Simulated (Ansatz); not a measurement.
**Converging the plane-wave cutoff: CaAl₂Zn₂ (I4mm, 5 atoms in the cell)**

```
Ca(AlZn)2
1.0
   -2.05088     2.05088     5.72521
    2.05088    -2.05088     5.72521
    2.05088     2.05088    -5.72521
Ca Al Zn
1 2 2
Cartesian
  0.00000   0.00000   0.05000
  2.05088   0.00000   2.86260
  0.00000   2.05088   2.86260
  0.00000   0.00000   4.48708
  0.00000   0.00000   6.96334
```

Method: LDA (PW92), default PAW files made with PBE (plane waves; Ansatz, a first-principles code).

Base settings: basis.ecutwfc = 420 eV; kpoints.mp_grid.grid = 7 7 7; hamiltonian.xc = lda; hamiltonian.pseudopotentials = {kind: paw} (the program's default PAW files); scf.occupations.method = gaussian; scf.occupations.width = 0.1 eV.

The second cell is the first with its lattice scaled by 0.98.

The mesh stays at the base's, so the ladder's end is converged at best in this setting alone.

The first pressure column holds Ansatz's estimate of the finite-basis (Pulay) stress, which hides part of the cutoff error; the other is without it.

Only quantities that move along the ladder and can be compared are tabulated.

The count of work is k-points × plane waves × bands × iterations; it is no time. 

The starting cell comes from a database of computed structures (which also holds hypothetical and non-ambient phases and stackings), without a prior relaxation at this level. Its lattice was rescaled by up to half a per cent. One atom was moved a little off its site on purpose. In the base run, with a pressure of about -4 GPa the cell is away from its equilibrium volume at this level.

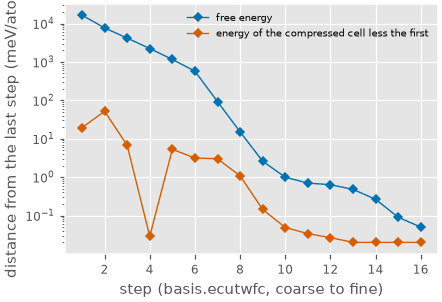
*Distance from the last step along the ladder; very small values are drawn at a floor.*

```tsv
basis.ecutwfc	free energy less the last step's (meV/atom)	energy of the compressed cell less the first (meV/atom)	pressure (GPa)	pressure without the Pulay estimate (GPa)	largest difference of a force vector from the last step's (eV/Å)	count of work / last
145 eV	16573.81	0.66	-3.71	-416.76	0.025	0.062
170 eV	7687.46	33.07	0.11	-222.38	0.597	0.076
190 eV	4176.84	-12.01	-2.46	-138.45	0.056	0.094
210 eV	2236.94	-18.78	-4.03	-86.99	0.275	0.11
230 eV	1164.31	-24.03	-4.03	-54.19	0.178	0.12
250 eV	573.42	-15.59	-3.36	-32.87	0.127	0.12
295 eV	92.46	-15.75	-3.93	-10.58	0.035	0.16
335 eV	15.13	-17.67	-4.31	-5.58	0.003	0.19
380 eV	2.59	-18.61	-4.44	-4.61	0.001	0.20
420 eV	0.99	-18.70	-4.45	-4.48	0.000	0.27
460 eV	0.70	-18.72	-4.45	-4.46	0.000	0.30
505 eV	0.64	-18.73	-4.45	-4.45	0.000	0.35
565 eV	0.48	-18.73	-4.45	-4.46	0.000	0.41
630 eV	0.26	-18.75	-4.45	-4.46	0.000	0.49
735 eV	0.09	-18.75	-4.45	-4.46	0.000	0.62
840 eV	0.03	-18.75	-4.45	-4.46	0.000	0.76
1010 eV	0.00	-18.75	-4.45	-4.45	0.000	1.0
```

Coarsest basis.ecutwfc that holds the forces within 0.02 eV/Å of the last step, with all finer ones: 335 eV, at 0.19 of the last step's count of work; the step before is off by 0.035 eV/Å.

Coarsest basis.ecutwfc that holds the energy of the compressed cell less the first within 1 meV/atom of the last step, with all finer ones: 380 eV, at 0.20 of the last step's count of work; the step before is off by 1.1 meV/atom.

Coarsest basis.ecutwfc that holds the pressure without the Pulay estimate within 0.2 GPa of the last step, with all finer ones: 380 eV, at 0.20 of the last step's count of work; the step before is off by 1.1 GPa.

The energy difference between the two cells stays within 1 meV/atom of the last step's from 380 eV on, the total only from 420 eV on: much of the error is common to both cells and cancels.

Two neighbours can agree and both be off: 250 eV and 295 eV differ by 0.16 meV/atom in the energy of the compressed cell less the first, yet lie about 3.0 meV/atom from the last step.

At the lowest cutoff the pressure without the Pulay estimate lies 412 GPa under the last step's, the usual sign of Pulay stress in an incomplete plane-wave basis.

Keys are those of Ansatz 0.2.
